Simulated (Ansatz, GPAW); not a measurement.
# CN/Hf(0001): work function by functional and basis, part 4 of 4

Aim: the work function of both faces of CN/Hf(0001), and its spread over functionals and bases.

GPAW 26.7.0 and Ansatz 0.2.0; Ansatz plane waves; slab in vacuum with a dipole correction, relaxation (the session's first sound run).

So far, upper work function (eV): step 2 (relaxing the atoms, PBE) 7.36; step 5 (self-consistent run: xc = "vdW-DF2", GPAW, PAW setups, GPAW) 7.70; step 6 (self-consistent run: xc = "revPBE") 7.15; step 7 (real-space grid: mode = "fd", PBE, GPAW) 7.39; step 8 (atomic orbitals: mode = "lcao", PBE, GPAW) 7.31.

## Step 10: A second plane-wave code (continued)

The valence density, planar mean oscillates, so the rows of the table below give means over windows of 2.58 Å about each position, cut where the curve ends. Its maxima inside the range that stand out by 2 % of the span (Å: e/Å³): 6.9: 3.02, 9.5: 3.07, 12.1: 3.03, 14.5: 3.03, 17.1: 0.494. Its minima: 8.3: 0.193, 10.9: 0.174, 13.5: 0.210, 15.6: 0.389.

Valence density, planar mean against z; means over each step:

```
z (Å)  valence density, planar mean (e/Å³)
 1.29                               1.7e-5
 3.87                              0.00511
 6.45                                 1.08
 9.03                                 1.14
11.61                                 1.13
14.19                                 1.17
16.77                                0.400
19.35                               0.0128
21.93                                    0
```

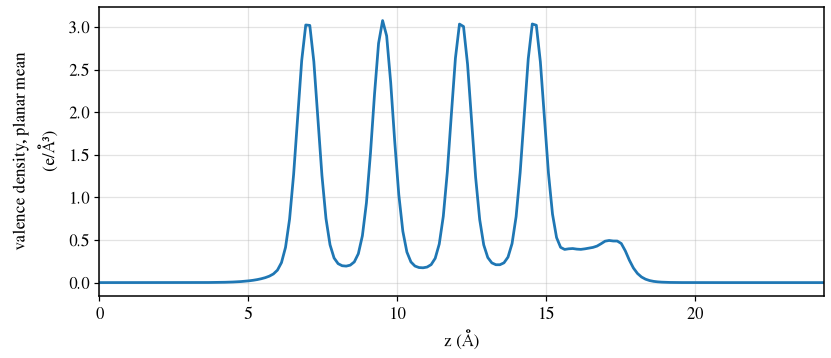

Valence density, planar mean, plotted against z.

Force by atom:

```
atom  x (eV/Å)  y (eV/Å)  z (eV/Å)   size
 Hf1     0.000     0.000     0.644  0.644
 Hf2     0.000     0.000    -0.643  0.643
 Hf3     0.000     0.000     0.000  0.000
 Hf4     0.000     0.000     0.000  0.000
  C5     0.000     0.000     0.005  0.005
  N6     0.000     0.000    -0.006  0.006
```

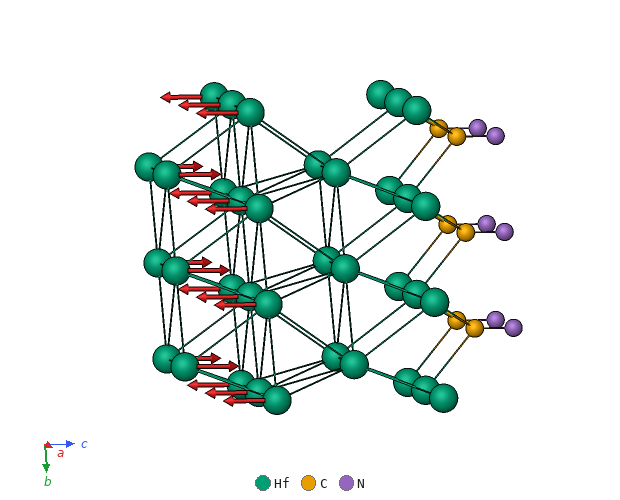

Force as arrows, the longest 0.644 eV/Å. 2×3×1 cells are drawn. Some periodic images of atoms are drawn too.

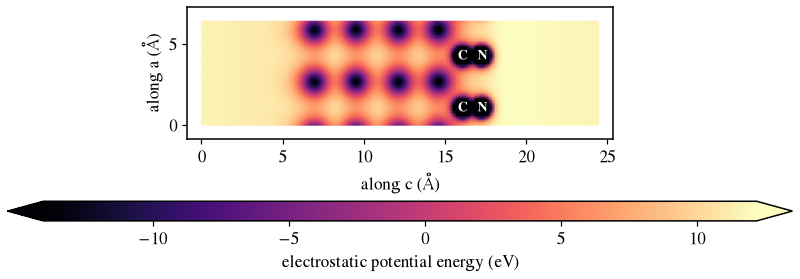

Electrostatic potential energy in the ca plane at fractional y = 0.333, with atoms of C and N within 0.2 Å of it. With pseudopotentials it is smooth inside the atoms' cores, unlike the true potential.

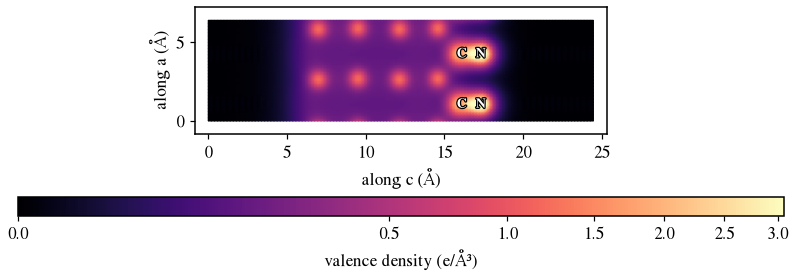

Valence density in the ca plane at fractional y = 0.333, with atoms of C and N within 0.2 Å of it. It is the smooth field of the valence electrons, not physical close to the nuclei. The colour scale is stretched toward low values.

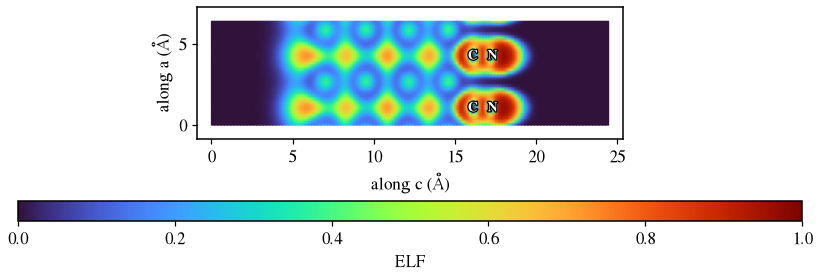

ELF in the ca plane at fractional y = 0.333, with atoms of C and N within 0.2 Å of it. It is the smooth field of the valence electrons, not physical close to the nuclei.

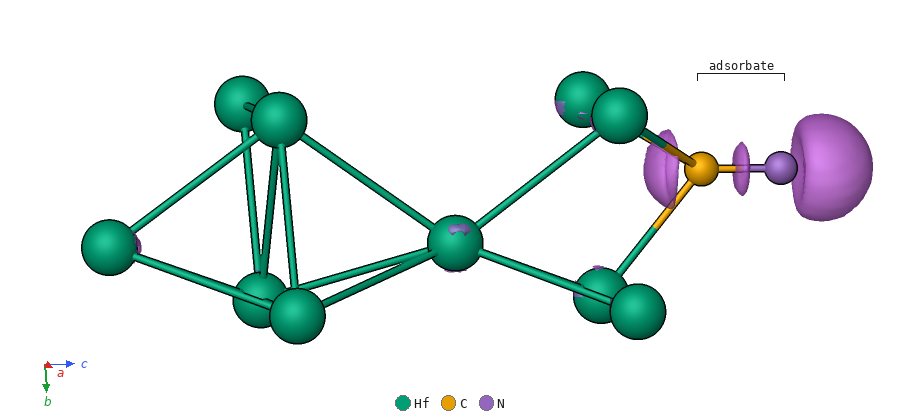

Surface of ELF = 0.85.

The upper face's work function is 7.361 eV, against 7.296 eV in the first plane-wave PBE run at this geometry.

## Step 11: Side by side

Results and costs are gathered.

This step: comparison of work functions, dipole and cost (GPAW 26.7.0).

Ladder, by row:

```
   step    code  work function, upper (eV)  work function, lower (eV)  dipole (e Å)  wall time (s)  peak memory (GiB)  threads
     pw    GPAW                      7.296                      4.365       -0.1441          155.5               0.28        1
   RPBE    GPAW                      7.147                      4.261       -0.1418          147.6               0.28        1
vdW-DF2    GPAW                      7.702                      4.605       -0.1521          182.2               0.49        1
 revPBE    GPAW                      7.154                      4.271       -0.1417          161.1               0.28        1
     fd    GPAW                      7.387                      4.364       -0.1481          374.3               0.79        1
   lcao    GPAW                      7.308                      4.358       -0.1445          993.2               0.42        1
 ansatz  Ansatz                      7.361                       4.36       -0.1471           8.69              0.728        4
```

## Step 12: Results

| Quantity | Value |
| --- | --- |
| work function, upper and lower face | 7.296 and 4.365 eV |
| dipole along the normal | -0.144 e Å |

**Reading.** With plane waves and PBE the work function is 7.30 eV on the upper face and 4.36 eV on the lower. The two faces differ by 2.9 eV, the step that the slab's dipole makes (e p/(ε0 A) gives 2.9 eV), so the dipole layer is needed. Over the sound runs of the table the upper face's work function spans 7.147 (RPBE) to 7.702 eV (vdW-DF2). The two plane-wave codes differ by 0.065 eV on the upper face. At this geometry GPAW leaves forces of up to 0.28 eV/Å on free atoms, so it isn't GPAW's own minimum, and dipole and steps would shift on relaxing there. The cell of 8.87 Å² holds one CN, started on one chosen site; other sites and coverages weren't tried. The in-plane lattice was kept as typed, which isn't the functional's own and leaves some strain; spin-orbit coupling and temperature are left out.

[Logs are printed without paths, hosts, clocks, repeated set-up lines and the standing remarks that a program may print on its own settings, such as how far it seeks lower states.]

[Hosts, paths, dates, database ids (printed as entryN), source tags and the programs' standing remarks are cut or masked in the printed files.]
